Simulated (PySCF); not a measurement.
```yaml
atoms:
  - { symbol: P, position_ang: [0.0000, 0.0000, -0.4614] }
  - { symbol: N, position_ang: [0.0000, 0.0000, 1.0206] }
```

Level of theory: PBE0/def2-TZVPP, non-relativistic Hamiltonian with scalar-relativistic core potentials where named, at a bond length of 1.482 Å (PySCF).

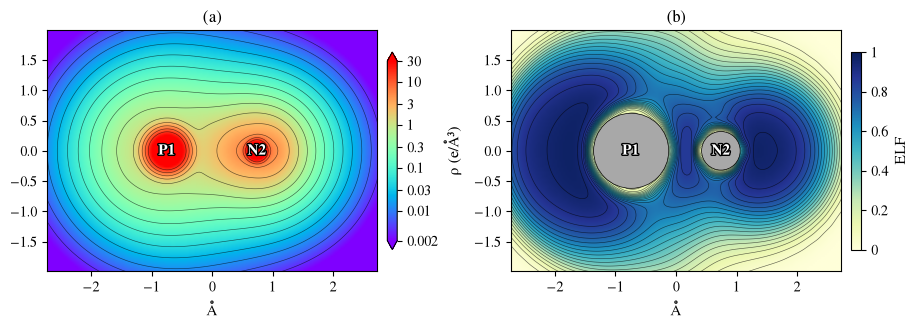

PN. (a) electron density; (b) ELF on a plane that holds the molecular axis. Grey discs cover the atomic cores in the ELF map.

What does the map show?

The plane passes through P and N nuclei. P–N (1.48 Å): ρ is about 2 e/Å³ halfway; the ELF peaks at about 0.85 between the atoms: a short, strongly polar bond. The ELF also peaks beside P1 and N2, away from the bonds: lone-pair regions.
